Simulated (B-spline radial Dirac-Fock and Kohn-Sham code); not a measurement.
Ce³⁵⁺ ([Ar] 3d5). Computed with a B-spline radial code: the impulse approximation on Dirac–Fock orbitals (average of configuration). Open shells are averaged over j.

Before looking at the plot, say what to expect. Its caption: Compton profiles of the subshells 3s1/2 and 3p1/2, per electron.

3s1/2: J(0) = 0.103, half width 3.7 a.u., ⟨p⟩ = 10.4 a.u.; 3p1/2: J(0) = 0.0612, half width 7.1 a.u., ⟨p⟩ = 12.4 a.u. Of these the tallest at pz = 0 is 3s1/2.

The result:

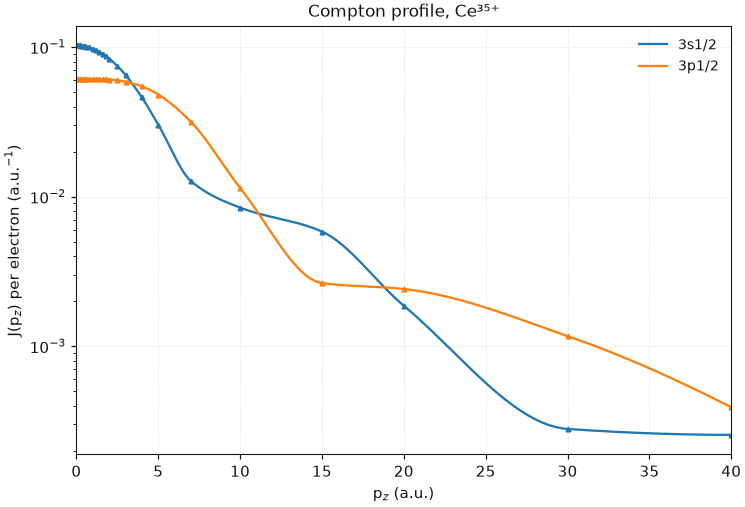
